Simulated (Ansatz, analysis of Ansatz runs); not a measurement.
**Migration in CsLi2Cl3 (Immm): H transfer from Cl to Cl, charge +1**

Wanted: path and barrier of a jump of H in CsLi2Cl3 (Immm) at charge +1. The case: H transfer from Cl to Cl, in a cell of 48 host atoms with 1 H put in.

Calculated with Ansatz 0.2.0; plane-wave PAW DFT, PBEsol; relaxation of all atoms of a defect supercell at fixed charge in a uniform background.

## Step 1: Starting point

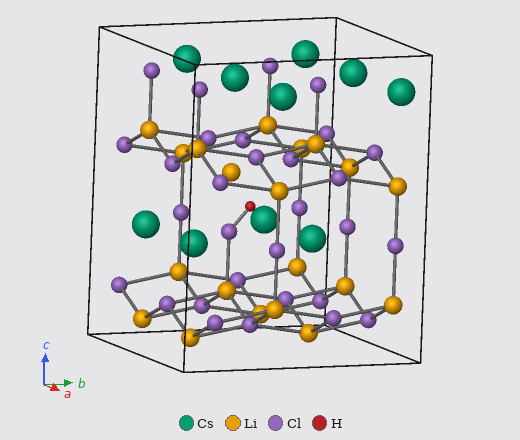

The cell as given, slightly off an axis (caesium teal, lithium orange, chlorine purple, hydrogen red). Some periodic images of atoms are drawn too.

The cell holds 49 atoms: 8 Cs, 16 Li, 24 Cl and 1 H. Cell: a = 9.002 Å, b = 10.246 Å, c = 12.249 Å, α = 90.0°, β = 90.0°, γ = 90.0°. It derives from CsLi2Cl3 (space group Immm). Nearest the centre at fractional (0.250, 0.375, 0.615): H49 at 0.60 Å, Li6 at 1.60 Å, Cl22 at 1.88 Å, Cl12 at 1.90 Å, Cs37 at 2.95 Å, Cs13 at 2.95 Å, Cl31 at 3.23 Å, Cl7 at 3.23 Å. The cell carries charge +1.

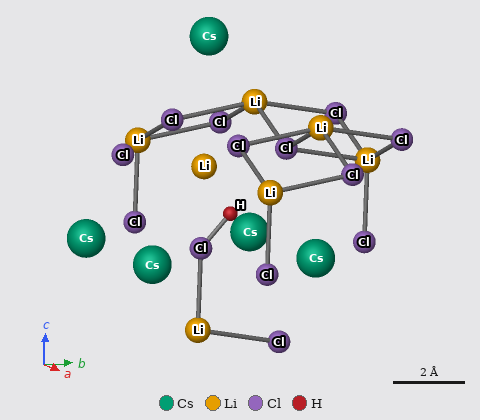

The atoms within 5 Å of the centre.

The cell's shortest repeat is 9.0 Å.

## Step 2: Relaxation of the start point, charge +1

The ends come first: from an unrelaxed start the top is counted from too high an energy, and the barrier comes out too low. Small random displacements break the symmetry of the ideal sites, so that the defect can distort if it gains by it. The charge of +1 is set by the electron count, and a uniform background keeps the cell neutral.

qp1_c48k1s.start/input.yaml

```yaml
crystal:
  lattice:
    - [9.0021513, 0.0, 0.0]
    - [0.0, 10.24633985, 0.0]
    - [0.0, 0.0, 12.2489163]
  atoms:
    - { symbol: Cs, position: [0.0, 0.0, 0.5] }
    - { symbol: Cs, position: [0.25, 0.25, 0.0] }
    - { symbol: Li, position: [0.0, 0.0, 0.80716509] }
    - { symbol: Li, position: [0.25, 0.25, 0.30716509] }
    - { symbol: Li, position: [0.0, 0.0, 0.19283491] }
    - { symbol: Li, position: [0.25, 0.25, 0.69283491] }
    - { symbol: Cl, position: [0.0, 0.25, 0.77206984] }
    - { symbol: Cl, position: [0.25, 0.0, 0.27206984] }
    - { symbol: Cl, position: [0.0, 0.25, 0.22793016] }
    - { symbol: Cl, position: [0.25, 0.0, 0.72793016] }
    - { symbol: Cl, position: [0.0, 0.0, 0.0] }
    - { symbol: Cl, position: [0.25, 0.25, 0.5] }
    - { symbol: Cs, position: [0.0, 0.5, 0.5] }
    - { symbol: Cs, position: [0.25, 0.75, 0.0] }
    - { symbol: Li, position: [0.0, 0.5, 0.80716509] }
    - { symbol: Li, position: [0.25, 0.75, 0.30716509] }
    - { symbol: Li, position: [0.0, 0.5, 0.19283491] }
    - { symbol: Li, position: [0.25, 0.75, 0.69283491] }
    - { symbol: Cl, position: [0.0, 0.75, 0.77206984] }
    - { symbol: Cl, position: [0.25, 0.5, 0.27206984] }
    - { symbol: Cl, position: [0.0, 0.75, 0.22793016] }
    - { symbol: Cl, position: [0.25, 0.5, 0.72793016] }
    - { symbol: Cl, position: [0.0, 0.5, 0.0] }
    - { symbol: Cl, position: [0.25, 0.75, 0.5] }
    - { symbol: Cs, position: [0.5, 0.0, 0.5] }
    - { symbol: Cs, position: [0.75, 0.25, 0.0] }
    - { symbol: Li, position: [0.5, 0.0, 0.80716509] }
    - { symbol: Li, position: [0.75, 0.25, 0.30716509] }
    - { symbol: Li, position: [0.5, 0.0, 0.19283491] }
    - { symbol: Li, position: [0.75, 0.25, 0.69283491] }
    - { symbol: Cl, position: [0.5, 0.25, 0.77206984] }
    - { symbol: Cl, position: [0.75, 0.0, 0.27206984] }
    - { symbol: Cl, position: [0.5, 0.25, 0.22793016] }
    - { symbol: Cl, position: [0.75, 0.0, 0.72793016] }
    - { symbol: Cl, position: [0.5, 0.0, 0.0] }
    - { symbol: Cl, position: [0.75, 0.25, 0.5] }
    - { symbol: Cs, position: [0.5, 0.5, 0.5] }
    - { symbol: Cs, position: [0.75, 0.75, 0.0] }
    - { symbol: Li, position: [0.5, 0.5, 0.80716509] }
    - { symbol: Li, position: [0.75, 0.75, 0.30716509] }
    - { symbol: Li, position: [0.5, 0.5, 0.19283491] }
    - { symbol: Li, position: [0.75, 0.75, 0.69283491] }
    - { symbol: Cl, position: [0.5, 0.75, 0.77206984] }
    - { symbol: Cl, position: [0.75, 0.5, 0.27206984] }
    - { symbol: Cl, position: [0.5, 0.75, 0.22793016] }
    - { symbol: Cl, position: [0.75, 0.5, 0.72793016] }
    - { symbol: Cl, position: [0.5, 0.5, 0.0] }
    - { symbol: Cl, position: [0.75, 0.75, 0.5] }
    - { symbol: H, position: [0.25, 0.335925, 0.57907] }
total_charge: 1
basis:
  ecutwfc: 420
  xc_grid: 2
hamiltonian:
  xc: pbesol
kpoints:
  mp_grid: { grid: [1, 1, 1], shift: [0.25, 0.25, 0.25] }
scf:
  occupations: { method: fixed }
  max_iter: 120
output:
  forces: true
relax:
  f_tol: 0.02
  max_steps: 70
  random_displacement: { amplitude: 0.03, seed: 1964 }
```

Started as:

```bash
$ ansatz run input.yaml --threads 32 --pin off --max-ram 84787MiB --backend cuda --events-out ev --progress --plain --runs-dir out --max-vram 78GiB
```

Numbers of over 12 decimals in the logs are rounded to 6 here.

The program printed:

```text
[... repeated set-up lines and file paths are left out, and long positions are rounded to six places ...]
The last accepted step is kept in <dir> (removed where the run ends without a failure and the disk answers)
Engine: ansatz 0.2.0, aarch64-unknown-linux-gnu
Pseudopotentials: kind: paw
Pseudopotential: Cs, paw, valence charge 9, recommended cutoff 420 eV (normal), Cs.paw.azcp
Pseudopotential: Li, paw, valence charge 3, recommended cutoff 420 eV (normal), Li.paw.azcp
Pseudopotential: Cl, paw, valence charge 7, recommended cutoff 420 eV (normal), Cl.paw.azcp
Pseudopotential: H, paw, valence charge 1, recommended cutoff 420 eV (normal), H.paw.azcp
Functional definition: PBEsol
  exchange = pbesol_x
  correlation = pbesol_c
[...]
Crystal: 49 atoms, lattice volume = 1129.829 Å³
Basis set: ecut = 420 eV, 22129 PW (Γ), exchange–correlation on 128×144×180 points (8 copies of the dense FFT grid, shifted against one another)
Bands: 193, of which v1, the nominal top of the filled ones, is band 144 counted from 1 (143 counted from 0)
Symmetry: 1 space group operations
k-points: 1
Non-local potential: Cs, projectors of the file, l = 0: 3, l = 1: 2, l = 2: 2, l = 3: 2
Non-local potential: Li, projectors of the file, l = 0: 3, l = 1: 2, l = 2: 1
Non-local potential: Cl, projectors of the file, l = 0: 2, l = 1: 2, l = 2: 2
Non-local potential: H, projectors of the file, l = 0: 2, l = 1: 1
PAW form: soft (Blöchl's): semilocal exchange-correlation on the pseudo side does not see the compensation charge
PAW frozen core: Cs, regenerated for the run's functional, and the local potential with it (the file was generated under x = pbe(κ = 0.804, μ = 0.219515), c = pbe(β = 0.066725))
PAW frozen core: Cl, regenerated for the run's functional, and the local potential with it (the file was generated under x = pbe(κ = 0.804, μ = 0.219515), c = pbe(β = 0.066725))
PAW one-centre angular grid: Cs, 194 points (default); XC on 64 Gauss nodes
PAW one-centre angular grid: Li, 110 points (default); XC on 64 Gauss nodes
PAW one-centre angular grid: Cl, 110 points (default); XC on 64 Gauss nodes
PAW one-centre angular grid: H, 110 points (default); XC on 64 Gauss nodes
Initial density: superposition of atomic densities (neutral atoms scaled as one to the charged cell's electrons: chi_scale 0, normalization atom), corrected by the library's trained network
Initial wavefunctions: pseudopotential atomic-orbital guess
[...]
Functional: x = pbesol(κ = 0.804, μ = 0.123457), c = pbesol(β = 0.046)
SCF iter   1: F=—  HF=-73501.781603 eV  |F-HF|=—  |Δ(HF+E_count)|=         —  Δρ=3.60e-3  dr2=3.44e-1  ethr=1.77e-3  ⟨swp⟩=7.0  Hψ=622  notcnv=0  defer=47
preconditioner: auto → Resta (q_TF=auto, 2.172 Å⁻¹)  ε∞=2.9  [insulator: Δε(μ)=4.071 eV  Ē_g=12.331 eV  n_scr=204 (ndim 8)  ℏωp=17.1 eV  f_vac=0.004  ε∞_Penn≈2.9]
SCF iter   2: F=—  HF=-73501.675329 eV  |F-HF|=—  |Δ(HF+E_count)|=   1.06e-1  Δρ=1.78e-3  dr2=8.79e-2  ethr=1.19e-4  ⟨swp⟩=4.0  Hψ=327  notcnv=0  defer=47
SCF iter   3: F=—  HF=-73501.638404 eV  |F-HF|=—  |Δ(HF+E_count)|=   3.69e-2  Δρ=4.23e-4  dr2=4.24e-3  ethr=3.05e-5  ⟨swp⟩=5.0  Hψ=299  notcnv=0  defer=38
automatic band count: iteration 3 solves 184 bands in place of 193: the levels show a gap, and the empty bands left out lie too high to hold charge; the band table lists the bands solved (type scf.n_extra_bands for more)
[...]
SCF 1 converged in 6 iterations: F = -73501.638447 eV  dr2 = 1.12e-6
  greatest PAW one-centre occupation: 1.000 electrons in one spin orbital (limit 2), on the Li atom at site 5 (counted from 0), in its partial waves of l = 0
relax step   1: F+E_penalty+E_count = -73501.63844740 eV  Δ(F+E_penalty+E_count) = +0.000e0 eV  max|allowed force component| = 1.734e0 eV/Å  Δτ_max = 0.0000 Å  (6 SCF iters, dr2 threshold 1.00e-5 eV, accepted)
[... the SCF cycles and remarks between the steps are left out from here to the last step ...]
relax step   2: F+E_penalty+E_count = -73502.46724024 eV  Δ(F+E_penalty+E_count) = -8.288e-1 eV  max|allowed force component| = 1.098e0 eV/Å  Δτ_max = 0.1949 Å  (5 SCF iters, dr2 threshold 1.00e-4 eV, accepted)
relax step   3: F+E_penalty+E_count = -73502.81617073 eV  Δ(F+E_penalty+E_count) = -3.489e-1 eV  max|allowed force component| = 4.932e-1 eV/Å  Δτ_max = 0.1981 Å  (5 SCF iters, dr2 threshold 7.54e-5 eV, accepted)
relax step   4: F+E_penalty+E_count = -73502.93160795 eV  Δ(F+E_penalty+E_count) = -1.154e-1 eV  max|allowed force component| = 4.087e-1 eV/Å  Δτ_max = 0.2000 Å  (6 SCF iters, dr2 threshold 4.91e-5 eV, accepted)
relax step   5: F+E_penalty+E_count = -73502.90601508 eV  Δ(F+E_penalty+E_count) = +2.559e-2 eV  max|allowed force component| = 9.574e-1 eV/Å  Δτ_max = 0.1411 Å  (5 SCF iters, dr2 threshold 3.37e-5 eV, rejected (line search))
relax step   6: F+E_penalty+E_count = -73502.98329984 eV  Δ(F+E_penalty+E_count) = -5.169e-2 eV  max|allowed force component| = 1.256e-1 eV/Å  Δτ_max = 0.0701 Å  (7 SCF iters, accepted)
relax step   7: F+E_penalty+E_count = -73503.00525217 eV  Δ(F+E_penalty+E_count) = -2.195e-2 eV  max|allowed force component| = 9.835e-2 eV/Å  Δτ_max = 0.1000 Å  (6 SCF iters, dr2 threshold 1.49e-6 eV, accepted)
relax step   8: F+E_penalty+E_count = -73503.01098643 eV  Δ(F+E_penalty+E_count) = -5.734e-3 eV  max|allowed force component| = 1.189e-1 eV/Å  Δτ_max = 0.0982 Å  (6 SCF iters, dr2 threshold 9.14e-7 eV, accepted)
relax step   9: F+E_penalty+E_count = -73503.01217912 eV  Δ(F+E_penalty+E_count) = -1.193e-3 eV  max|allowed force component| = 4.647e-2 eV/Å  Δτ_max = 0.0478 Å  (4 SCF iters, dr2 threshold 8.66e-6 eV, accepted)
[...]
relax step  10: F+E_penalty+E_count = -73503.01320741 eV  Δ(F+E_penalty+E_count) = -1.028e-3 eV  max|allowed force component| = 1.402e-2 eV/Å  Δτ_max = 0.0409 Å  (6 SCF iters, accepted)
[...]
[... 7 atoms left out ...]
  atom  49  H     -0.00028397     0.01059677    -0.00219591
  max |Σ_I F_I| component: 3.19e-5 eV/Å
--- Relaxed structure (10 steps of the walk, 9 accepted, 0 SCFs on fresh bases) ---
  F+E_penalty+E_count = -73503.01320741 eV   max|allowed force component| = 1.402e-2 eV/Å
  atoms:
    - { symbol: Cs, position: [-0.001460, 0.004720, 0.499157] }
    - { symbol: Cs, position: [0.250312, 0.243681, 0.009637] }
    [... 3 atoms left out ...]
    - { symbol: Li, position: [0.250461, 0.210095, 0.713662] }
    - { symbol: Cl, position: [0.003508, 0.245473, 0.774358] }
    [... 4 atoms left out ...]
    - { symbol: Cl, position: [0.251714, 0.269663, 0.520114] }
    - { symbol: Cs, position: [-0.014305, 0.512300, 0.480955] }
    [... 1 atom left out ...]
    - { symbol: Li, position: [-0.016583, 0.492736, 0.805819] }
    [... 6 atoms left out ...]
    - { symbol: Cl, position: [0.249768, 0.488743, 0.699942] }
    [... 8 atoms left out ...]
    - { symbol: Cl, position: [0.497159, 0.245850, 0.774814] }
    [... 5 atoms left out ...]
    - { symbol: Cs, position: [0.514980, 0.514749, 0.481480] }
    [... 1 atom left out ...]
    - { symbol: Li, position: [0.517633, 0.493049, 0.805997] }
    [... 9 atoms left out ...]
    - { symbol: H, position: [0.250725, 0.391405, 0.611658] }
```

The job ended after 5.9 s (1 × NVIDIA GB200 with 32 threads of Arm Neoverse V2, shared host; peak memory 1.2 GiB).

The steps of the relaxation:

| step | energy less that of the first step (eV) | largest force component (eV/Å) |
| --- | --- | --- |
| 1 | 0.0000 | 1.7336 |
| 2 | -0.8288 | 1.0981 |
| 3 | -1.1777 | 0.4932 |
| 4 | -1.2932 | 0.4087 |
| 5 | -1.2676 | 0.9574 |
| 6 | -1.3449 | 0.1256 |
| 7 | -1.3668 | 0.0983 |
| 8 | -1.3725 | 0.1189 |
| 9 | -1.3737 | 0.0465 |
| 10 | -1.3748 | 0.0140 |

Relaxation step 5 was tried and not accepted.

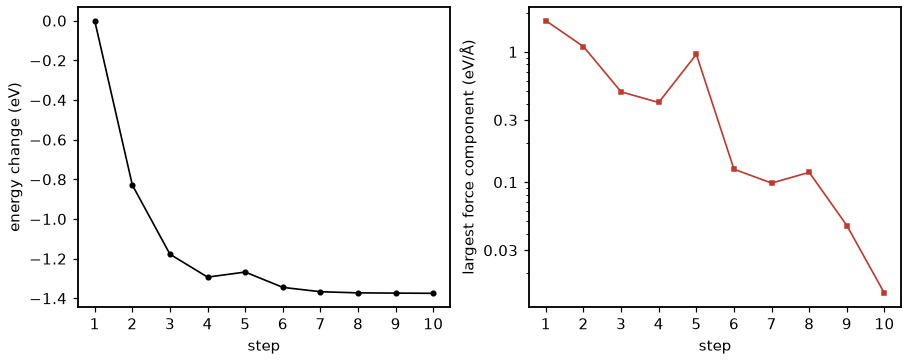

Energy and largest force along the relaxation.

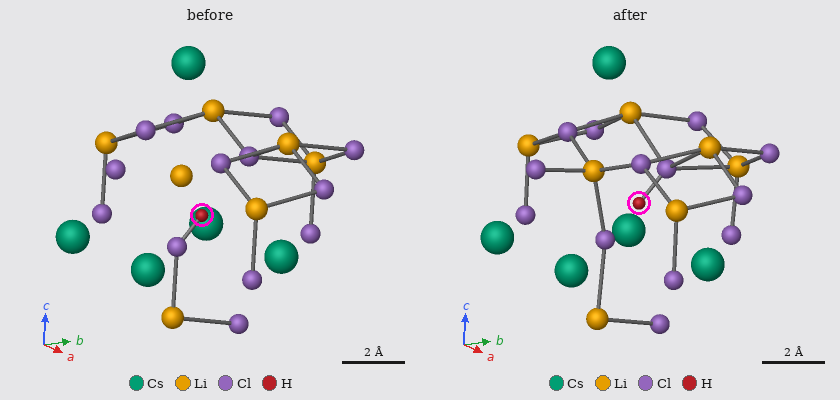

Before and after: the atoms that start within 5 Å of the centre. H49, which moves most, is ringed if it is among them.

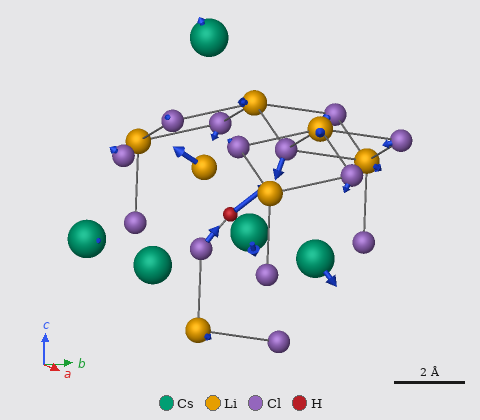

Displacements in the relaxation from the typed sites near the centre, exaggerated, the mean shift taken out; the longest in the cell stands for 0.69 Å.

The atoms that moved most (Å, from the sites as typed, ahead of the random displacement, the mean shift of all atoms taken out):

| atom | dx | dy | dz | length |
| --- | --- | --- | --- | --- |
| H49 | 0.004 | 0.567 | 0.400 | 0.694 |
| Li6 | 0.001 | -0.410 | 0.256 | 0.483 |
| Cl22 | -0.005 | -0.117 | -0.342 | 0.361 |
| Cl12 | 0.013 | 0.200 | 0.247 | 0.318 |
| Cs37 | 0.132 | 0.150 | -0.226 | 0.302 |
| Cs13 | -0.132 | 0.125 | -0.232 | 0.295 |
| Li39 | 0.156 | -0.072 | -0.014 | 0.172 |
| Li15 | -0.152 | -0.076 | -0.016 | 0.171 |

Neighbours of H49 at the end:

| atom | distance (Å) |
| --- | --- |
| Cl22 | 1.471 |
| Cl12 | 1.677 |
| Li6 | 2.239 |
| Cs13 | 3.129 |
| Cs37 | 3.130 |
| Cl31 | 3.338 |
| Cl7 | 3.341 |
| Li39 | 3.539 |
| Li15 | 3.539 |

Among the atoms that came to bonding distance: Cl22–H49 1.47 Å (from 2.48).

This step gave:

- free energy: -73503.0132 eV
- r.m.s. move of the farther half of the atoms: 0.07447 Å
- largest move from the ideal geometry of this structure, a common shift of the far atoms taken out: 0.7104 Å

The relaxation gained 1.375 eV and ended with a largest force component of 0.014 eV/Å.

(Continued in part 2 of 2.)

[Logs are printed without paths, hosts, clocks, repeated set-up lines and the standing remarks that a program may print on its own settings, such as how far it seeks lower states.]

[Hosts, paths, dates, database ids (printed as entryN), source tags and the programs' standing remarks are cut or masked in the printed files.]
